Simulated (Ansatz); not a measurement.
C₃HF₃

```yaml
atoms:
  - { symbol: C, position_ang: [1.2488, -1.2341, 0.0506] }
  - { symbol: C, position_ang: [0.3989, -0.3943, 0.0110] }
  - { symbol: C, position_ang: [-0.6407, 0.6315, -0.0365] }
  - { symbol: F, position_ang: [-1.8194, 0.1086, -0.3822] }
  - { symbol: F, position_ang: [-0.3417, 1.5811, -0.9260] }
  - { symbol: F, position_ang: [-0.7914, 1.2215, 1.1515] }
  - { symbol: H, position_ang: [2.0066, -1.9823, 0.0859] }
```

Geometry: PBE0-D4/def2-TZVP.

Level of theory: RKS PBE0-D4/def2-TZVPP (Ansatz 0.2.0).

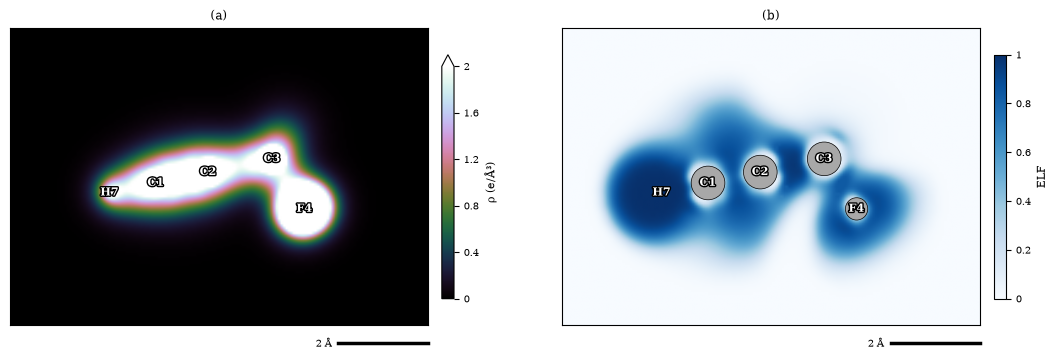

Figure 1. (a) total electron density; (b) electron localisation function on the plane of atoms C2, C3 and F4. Grey discs cover the atomic cores in the ELF map.

### Read the bonding off the picture.

- The section cuts through C, F and H sites.
- C–C (1.20 Å): the density is about 2.8 e/Å³ at the midpoint; the ELF peaks at about 0.80 between the atoms: a short, multiple covalent bond.
- C–F (1.34 Å): ρ is about 2.4 e/Å³ halfway, with its minimum of 2 e/Å³ about 0.5 Å from C; the ELF peaks at about 0.85 between the atoms; a polar covalent bond.
- C–H (1.07 Å): the density is about 2.1 e/Å³ at the midpoint; the ELF climbs to about 1 towards the hydrogen, as it does in any bond to H: a covalent bond by its length.
- The ELF also peaks beside F4, away from the bonds: lone-pair regions.

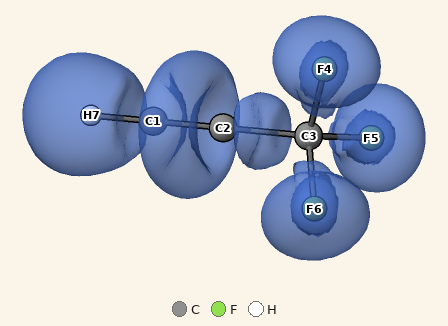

Figure 2. Isosurface of the ELF at 0.75 (blue), seen at a tilt. Core shells and regions of very low density are left out.

### Describe the localisation domains.

At this value the surface marks out two regions between bonded C–C atoms (shared pairs), one region around a hydrogen nucleus and three regions on F in which the atom's valence shell and bonds are merged.

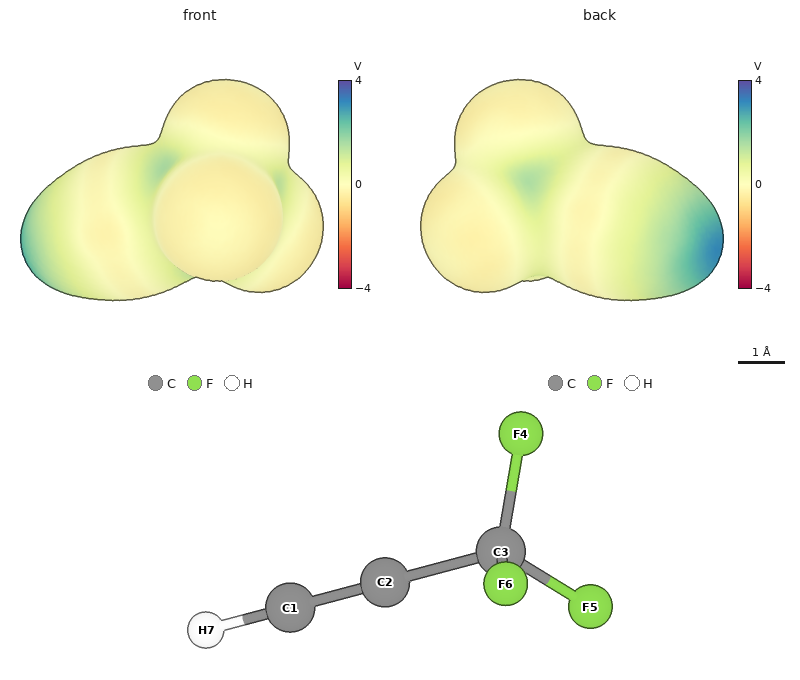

Figure 3. The electrostatic potential painted on the density surface at 0.004 e/bohr³, seen from the front and from behind; the colour scale runs from red (negative) to blue (positive). The bare structure is drawn below in the same view.

### Where is the surface potential most negative and most positive?

The most negative region (about −0.4 V) lies over F4, F5 and F6, the most positive (about +3.0 V) over H7.
